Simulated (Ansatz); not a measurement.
FGaH₂Zn

```yaml
atoms:
  - { symbol: F, position_ang: [-2.1842, -0.2039, 0.0673] }
  - { symbol: Ga, position_ang: [-0.5057, -0.7843, 0.0943] }
  - { symbol: Zn, position_ang: [1.1036, 1.0448, -0.1590] }
  - { symbol: H, position_ang: [-0.4802, -2.3502, 0.2773] }
  - { symbol: H, position_ang: [2.1164, 2.2198, -0.3213] }
```

Geometry: PBE0-D4/def2-TZVP.

All numbers below come from Ansatz 0.2.0, RKS PBE0-D4/def2-TZVPP.

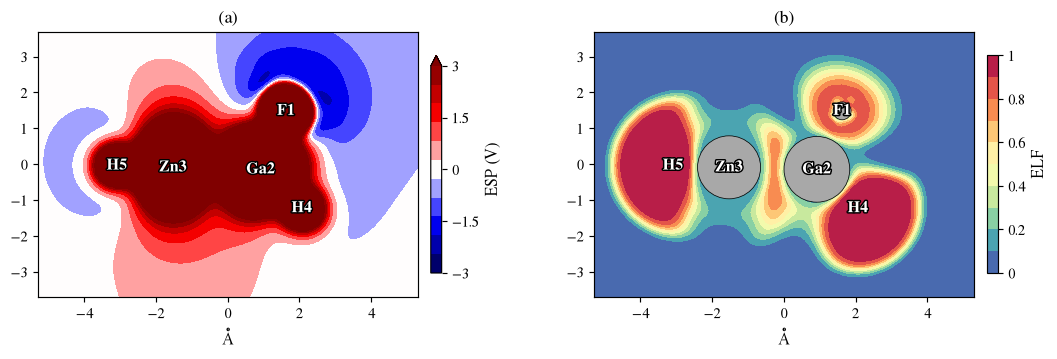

Figure 1. (a) molecular electrostatic potential; (b) electron localisation function on the molecular plane. Grey discs cover the atomic cores in the ELF map.

Q: What do the fields say about this system?

A: The section cuts through F, Ga, Zn and H sites. Ga–F (1.78 Å): the ELF peaks at about 0.85 in the valence shell of F, 0.6 Å from its nucleus, and is about 0.15 at the midpoint. Zn–H (1.56 Å): the ELF climbs to about 1 towards the hydrogen. Ga–H (1.58 Å): the ELF climbs to about 1 towards the hydrogen. The ELF also peaks beside F1, away from the bonds: lone-pair regions. Outside the dense part of the molecule the potential is most negative (−2.0 V) near F1.

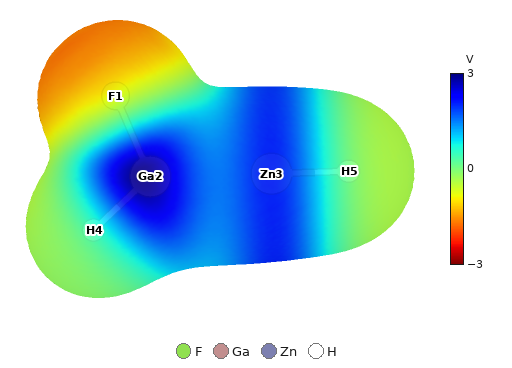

Figure 2. The molecular electrostatic potential painted on the density surface at 0.002 e/bohr³, seen across its widest extent; red is negative and blue positive.

Q: Where is the surface potential most negative and most positive?

A: The most negative region (about −1.7 V, or −39 kcal/mol for a unit charge) lies over F1, the most positive (about +2.8 V, or +65 kcal/mol for a unit charge) over Ga2.

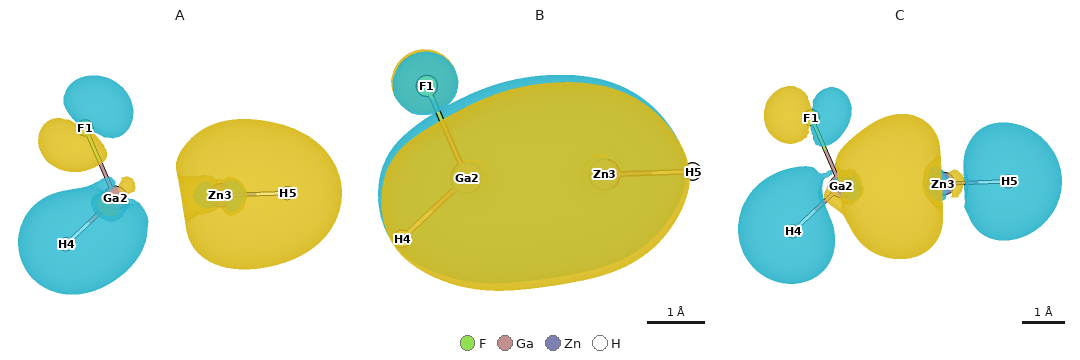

Figure 3. Three frontier orbitals at ±0.06 Å⁻³ᐟ² (yellow and cyan are the two phases), in no order.

Q: Order the three orbitals by energy and name them.

A: A is the HOMO−1 (−9.39 eV). It lies mainly on Zn3 (about 35 %), H5 (about 25 %), F1 (about 15 %), H4 (about 10 %) and Ga2 (about 10 %); it is symmetric in the molecular plane (an in-plane orbital: σ, lone-pair or in-plane π type). C is the HOMO (−7.17 eV). It lies mainly on Ga2 (about 35 %), Zn3 (about 30 %), H5 (about 15 %), H4 (about 15 %) and F1 (about 5 %); it is symmetric in the molecular plane (an in-plane orbital: σ, lone-pair or in-plane π type). B is the LUMO (−2.31 eV). By Hirshfeld shares it lies mainly on Ga2 (about 55 %) and Zn3 (about 40 %); it changes sign across the molecular plane (π type).

Q: What is the HOMO–LUMO gap?

A: 4.86 eV between the orbital energies.
